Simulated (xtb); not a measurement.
## Geometry relaxation, with input and output: C3InN3O3 (part 1 of 4)

The run: geometry relaxation of C3InN3O3 (In(NCO)3). Method and program: GFN2-xTB (xtb 6.7.1 later snapshot).

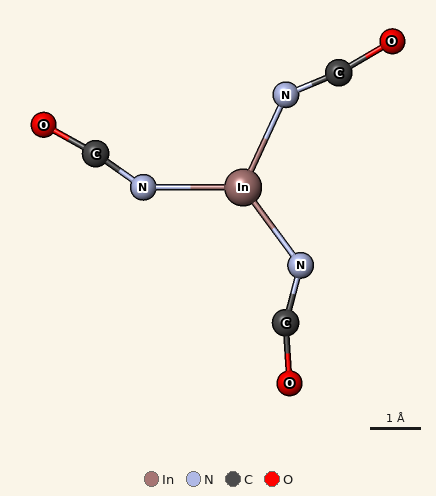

*The input geometry (ball-and-stick view, seen on its broad side). Sticks mark near contacts.*

Bond lengths as drawn: C–N 1.18 to 1.20 Å, C–O 1.23 to 1.26 Å and In–N 1.97 to 2.08 Å.

### Input file (geom.xyz)
```
10

In     0.07840    -0.03782    -0.09572
N      1.92666     0.64516    -0.00882
C      2.95734     0.02252     0.02343
O      4.15877    -0.25131     0.01860
N     -1.47705     1.33635    -0.06287
C     -1.59927     2.50438     0.00565
O     -1.90199     3.72723    -0.06857
N     -0.50047    -1.97967    -0.00341
C     -1.42993    -2.71633     0.01721
O     -2.29369    -3.57878    -0.11074
```

### File xtb.inp
```
$chrg 0
$spin 0
$end
```

Launch command:
```bash
xtb geom.xyz --ohess loose --input xtb.inp --gfn 2 --parallel 1 | tee out.txt
```

### What the program printed
```
* xtb version 6.7.1
   ID    Z sym.   atoms
    1   49 In     1
    2    7 N      2, 5, 8
    3    6 C      3, 6, 9
    4    8 O      4, 7, 10

           -------------------------------------------------
          |                Calculation Setup                |
           -------------------------------------------------

          program call               : xtb geom.xyz --ohess loose --input xtb.inp --gfn 2 --parallel 1
          coordinate file            : geom.xyz
          omp threads                :                     1

           -------------------------------------------------
          |                 G F N 2 - x T B                 |
           -------------------------------------------------

      * Hamiltonian:
        H0-scaling (s, p, d)           1.850000    2.230000    2.230000
        zeta-weighting                 0.500000
      * Dispersion:
        s8                             2.700000
        a1                             0.520000
        a2                             5.000000
        s9                             5.000000
      * Repulsion:
        kExp                           1.500000    1.000000
        rExp                           1.000000
      * Coulomb:
        alpha                          2.000000
        third order                    shell-resolved
        anisotropic                    true
        a3                             3.000000
        a5                             4.000000
        cn-shift                       1.200000
        cn-exp                         4.000000
        max-rad                        5.000000

          ...................................................
          :                      SETUP                      :
          :.................................................:
          :  # basis functions                  46          :
          :  # atomic orbitals                  45          :
          :  # shells                           21          :
          :  # electrons                        48          :
          :  max. iterations                   250          :
          :  Hamiltonian                  GFN2-xTB          :
          :  restarted?                      false          :
          :  GBSA solvation                  false          :
          :  PC potential                    false          :
          :  electronic temp.          300.0000000     K    :
          :  accuracy                    1.0000000          :
          :  -> integral cutoff          0.2500000E+02      :
          :  -> integral neglect         0.1000000E-07      :
          :  -> SCF convergence          0.1000000E-05 Eh   :
          :  -> wf. convergence          0.1000000E-03 e    :
          :  Broyden damping             0.4000000          :
          :  net charge                          0          :
          :  unpaired electrons                  0          :
          ...................................................

 iter      E             dE          RMSdq      gap      omega  full diag
   1    -28.7804056 -0.287804E+02  0.191E+01    2.03       0.0  T
   2    -28.9046427 -0.124237E+00  0.868E+00    1.97       1.0  T
   3    -28.8592141  0.454285E-01  0.581E+00    2.55       1.0  T
   4    -28.9303778 -0.711637E-01  0.155E+00    2.18       1.0  T
   5    -28.9339920 -0.361419E-02  0.396E-01    2.24       1.0  T
   6    -28.9340176 -0.255418E-04  0.262E-01    2.23       1.0  T
   7    -28.9341086 -0.910171E-04  0.512E-02    2.23       1.0  T
   8    -28.9341122 -0.357468E-05  0.112E-02    2.23       2.8  T
   9    -28.9341126 -0.446397E-06  0.433E-03    2.23       7.3  T
  10    -28.9341126  0.712632E-08  0.301E-03    2.23      10.5  T
  11    -28.9341126 -0.268971E-07  0.852E-04    2.23      37.1  T
  12    -28.9341126 -0.158095E-08  0.298E-04    2.23     106.0  T

   *** convergence criteria satisfied after 12 iterations ***

         #    Occupation            Energy/Eh            Energy/eV
      -------------------------------------------------------------
         1        2.0000           -0.7693018             -20.9338
       ...           ...                  ...                  ...
        18        2.0000           -0.5367744             -14.6064
        19        2.0000           -0.5002369             -13.6121
        20        2.0000           -0.4934859             -13.4284
        21        2.0000           -0.4830895             -13.1455
        22        2.0000           -0.4800563             -13.0630
        23        2.0000           -0.4772462             -12.9865
        24        2.0000           -0.4733446             -12.8804 (HOMO)
        25                         -0.3914486             -10.6519 (LUMO)
        26                         -0.2716526              -7.3920
        27                         -0.2624078              -7.1405
        28                         -0.2455241              -6.6810
        29                         -0.2352145              -6.4005
       ...                                ...                  ...
        45                          1.0901328              29.6640
      -------------------------------------------------------------
                  HL-Gap            0.0818960 Eh            2.2285 eV
             Fermi-level           -0.4323966 Eh          -11.7661 eV

 SCC (total)                   0 d,  0 h,  0 min,  0.009 sec
 SCC setup                      ...        0 min,  0.000 sec (  0.869%)
 Dispersion                     ...        0 min,  0.000 sec (  0.657%)
 classical contributions        ...        0 min,  0.000 sec (  0.097%)
 integral evaluation            ...        0 min,  0.001 sec ( 12.893%)
 iterations                     ...        0 min,  0.005 sec ( 59.554%)
 molecular gradient             ...        0 min,  0.002 sec ( 24.713%)
 printout                       ...        0 min,  0.000 sec (  1.062%)

         :::::::::::::::::::::::::::::::::::::::::::::::::::::
         ::                     SUMMARY                     ::
         :::::::::::::::::::::::::::::::::::::::::::::::::::::
         :: total energy             -28.607149653843 Eh    ::
         :: gradient norm              0.351562019375 Eh/a0 ::
         :: HOMO-LUMO gap              2.228503482279 eV    ::
         ::.................................................::
         :: SCC energy               -28.934118320988 Eh    ::
         :: -> isotropic ES            0.092514712060 Eh    ::
         :: -> anisotropic ES          0.012442426141 Eh    ::
         :: -> anisotropic XC          0.014004467788 Eh    ::
         :: -> dispersion             -0.007453221467 Eh    ::
         :: repulsion energy           0.326968667145 Eh    ::
         :: add. restraining           0.000000000000 Eh    ::
         :: total charge               0.000000000000 e     ::
         :::::::::::::::::::::::::::::::::::::::::::::::::::::

      -----------------------------------------------------------
     |                   =====================                   |
     |                        A N C O P T                        |
     |                   =====================                   |
     |               Approximate Normal Coordinate               |
     |                Rational Function Optimizer                |
      -----------------------------------------------------------

          ...................................................
          :                      SETUP                      :
          :.................................................:
          :   optimization level             loose          :
          :   max. optcycles                   200          :
          :   ANC micro-cycles                  20          :
          :   degrees of freedom                24          :
          :.................................................:
          :   RF solver                   davidson          :
          :   write xtbopt.log                true          :
          :   linear?                        false          :
          :   energy convergence         0.5000000E-04 Eh   :
          :   grad. convergence          0.4000000E-02 Eh/α :
          :   maximum RF displ.          1.0000000          :
          :   Hlow (freq-cutoff)         0.1000000E-01      :
          :   Hmax (freq-cutoff)         5.0000000          :
          :   S6 in model hess.         20.0000000          :
          ...................................................

generating ANC from exact Hessian ...
Using Lindh-Hessian (1995)
 Shifting diagonal of input Hessian by    9.9241135947860572E-003
 Lowest  eigenvalues of input Hessian
    0.000000    0.000000    0.000000    0.000000    0.000000    0.000000
    0.010000    0.010292    0.010387    0.010427    0.011230    0.011386
    0.013289    0.013712    0.021403    0.030730    0.049059    0.062347
 Highest eigenvalues
    1.009240    1.072826    1.108642    2.711359    2.761527    2.834174

........................................................................
.............................. CYCLE    1 ..............................
........................................................................

 iter      E             dE          RMSdq      gap      omega  full diag
   1    -28.9341126 -0.289341E+02  0.732E-05    2.23       0.0  T
   2    -28.9341126 -0.164846E-10  0.601E-05    2.23     526.0  T
   3    -28.9341126 -0.159446E-10  0.264E-05    2.23    1198.4  T
     SCC iter.                  ...        0 min,  0.002 sec
     gradient                   ...        0 min,  0.002 sec
 * total energy  :   -28.6071497 Eh     change       -0.3355858E-09 Eh
   gradient norm :     0.3515714 Eh/α   predicted     0.0000000E+00 (-100.00%)
   displ. norm   :     0.2623171 α      lambda       -0.6485241E-01
   maximum displ.:     0.1066124 α      in ANC's #3, #19, #21, ...

........................................................................
.............................. CYCLE    2 ..............................
........................................................................

 iter      E             dE          RMSdq      gap      omega  full diag
   1    -29.0064631 -0.290065E+02  0.133E+00    2.36       0.0  T
   2    -29.0164205 -0.995738E-02  0.106E+00    2.61       1.0  T
   3    -29.0247590 -0.833850E-02  0.310E-01    2.56       1.0  T
   4    -29.0247190  0.399900E-04  0.154E-01    2.54       1.0  T
   5    -29.0247836 -0.646350E-04  0.541E-02    2.54       1.0  T
   6    -29.0247850 -0.135254E-05  0.327E-02    2.54       1.0  T
   7    -29.0247858 -0.857168E-06  0.105E-02    2.54       3.0  T
   8    -29.0247863 -0.508167E-06  0.245E-03    2.54      12.9  T
   9    -29.0247863 -0.506340E-08  0.104E-03    2.54      30.4  T
  10    -29.0247864 -0.197128E-08  0.310E-04    2.54     101.9  T
  11    -29.0247864 -0.409237E-10  0.206E-04    2.54     153.5  T
     SCC iter.                  ...        0 min,  0.005 sec
     gradient                   ...        0 min,  0.002 sec
 * total energy  :   -28.6474769 Eh     change       -0.4032721E-01 Eh
   gradient norm :     0.0737322 Eh/α   predicted    -0.3465745E-01 ( -14.06%)
   displ. norm   :     0.4912507 α      lambda       -0.1041946E-01
   maximum displ.:     0.3407661 α      in ANC's #3, #2, #6, ...

........................................................................
.............................. CYCLE    3 ..............................
........................................................................

 iter      E             dE          RMSdq      gap      omega  full diag
   1    -29.0417533 -0.290418E+02  0.128E+00    2.45       0.0  T
   2    -29.0433279 -0.157456E-02  0.786E-01    2.51       1.0  T
   3    -29.0438280 -0.500109E-03  0.480E-01    2.52       1.0  T
   4    -29.0444842 -0.656256E-03  0.983E-02    2.53       1.0  T
   5    -29.0444948 -0.105907E-04  0.501E-02    2.53       1.0  T
   6    -29.0444949 -0.367946E-07  0.118E-02    2.53       2.7  T
   7    -29.0444955 -0.673773E-06  0.577E-03    2.53       5.5  T
   8    -29.0444956 -0.467977E-07  0.240E-03    2.53      13.2  T
   9    -29.0444956 -0.471898E-08  0.402E-04    2.53      78.6  T
  10    -29.0444956 -0.912479E-10  0.212E-04    2.53     149.0  T
     SCC iter.                  ...        0 min,  0.004 sec
     gradient                   ...        0 min,  0.002 sec
 * total energy  :   -28.6406263 Eh     change        0.6850564E-02 Eh
   gradient norm :     0.0893164 Eh/α   predicted    -0.6466975E-02 (-194.40%)
   displ. norm   :     0.3652061 α      lambda       -0.1630984E-01
   maximum displ.:     0.2420103 α      in ANC's #3, #1, #10, ...

........................................................................
.............................. CYCLE    4 ..............................
........................................................................

 iter      E             dE          RMSdq      gap      omega  full diag
   1    -29.0594830 -0.290595E+02  0.837E-01    2.68       0.0  T
   2    -29.0598151 -0.332074E-03  0.469E-01    2.72       1.0  T
   3    -29.0598150  0.822770E-07  0.204E-01    2.71       1.0  T
   4    -29.0598447 -0.297022E-04  0.795E-02    2.72       1.0  T
   5    -29.0598627 -0.179564E-04  0.373E-02    2.71       1.0  T
   6    -29.0598636 -0.956765E-06  0.124E-02    2.71       2.5  T
   7    -29.0598639 -0.267335E-06  0.277E-03    2.71      11.4  T
   8    -29.0598639  0.144305E-08  0.104E-03    2.71      30.5  T
   9    -29.0598639 -0.436308E-08  0.223E-04    2.71     142.0  T
  10    -29.0598639 -0.130736E-09  0.125E-04    2.71     253.5  T
     SCC iter.                  ...        0 min,  0.004 sec
     gradient                   ...        0 min,  0.002 sec
 * total energy  :   -28.6494005 Eh     change       -0.8774225E-02 Eh
   gradient norm :     0.0857348 Eh/α   predicted    -0.9242587E-02 (   5.34%)
   displ. norm   :     0.3744936 α      lambda       -0.9620979E-02
   maximum displ.:     0.2733028 α      in ANC's #4, #8, #7, ...

........................................................................
.............................. CYCLE    5 ..............................
........................................................................

 iter      E             dE          RMSdq      gap      omega  full diag
   1    -28.9922941 -0.289923E+02  0.125E+00    2.74       0.0  T
   2    -28.9957922 -0.349816E-02  0.896E-01    2.67       1.0  T
   3    -28.9995118 -0.371961E-02  0.408E-01    2.71       1.0  T
   4    -28.9996090 -0.971391E-04  0.123E-01    2.70       1.0  T
   5    -28.9996184 -0.940898E-05  0.467E-02    2.70       1.0  T
   6    -28.9996179  0.463926E-06  0.320E-02    2.70       1.0  T
   7    -28.9996189 -0.927915E-06  0.516E-03    2.70       6.1  T
   8    -28.9996189 -0.772170E-07  0.172E-03    2.70      18.4  T
   9    -28.9996189 -0.241048E-08  0.532E-04    2.70      59.4  T
  10    -28.9996189 -0.596064E-09  0.243E-04    2.70     129.9  T
     SCC iter.                  ...        0 min,  0.004 sec
     gradient                   ...        0 min,  0.002 sec
 * total energy  :   -28.6418958 Eh     change        0.7504720E-02 Eh
   gradient norm :     0.1329976 Eh/α   predicted    -0.5485149E-02 (-173.09%)
   displ. norm   :     0.3700349 α      lambda       -0.2015736E-01
   maximum displ.:     0.2585751 α      in ANC's #4, #8, #7, ...

........................................................................
.............................. CYCLE    6 ..............................
........................................................................

 iter      E             dE          RMSdq      gap      omega  full diag
   1    -29.0320989 -0.290321E+02  0.104E+00    2.67       0.0  T
   2    -29.0327738 -0.674851E-03  0.707E-01    2.69       1.0  T
   3    -29.0330041 -0.230318E-03  0.389E-01    2.69       1.0  T
   4    -29.0333603 -0.356240E-03  0.477E-02    2.70       1.0  T
   5    -29.0333612 -0.904427E-06  0.276E-02    2.70       1.1  T
   6    -29.0333624 -0.114665E-05  0.650E-03    2.70       4.9  T
   7    -29.0333627 -0.307071E-06  0.193E-03    2.70      16.4  T
   8    -29.0333627 -0.158590E-08  0.144E-03    2.70      22.0  T
   9    -29.0333627 -0.300982E-08  0.243E-04    2.70     130.2  T
  10    -29.0333627 -0.114404E-09  0.159E-04    2.70     198.5  T
     SCC iter.                  ...        0 min,  0.004 sec
     gradient                   ...        0 min,  0.002 sec
 * total energy  :   -28.6499817 Eh     change       -0.8085911E-02 Eh
   gradient norm :     0.0634935 Eh/α   predicted    -0.1145870E-01 (  41.71%)
   displ. norm   :     0.3337022 α      lambda       -0.1151630E-01
   maximum displ.:     0.1385567 α      in ANC's #3, #8, #4, ...

........................................................................
.............................. CYCLE    7 ..............................
........................................................................
```
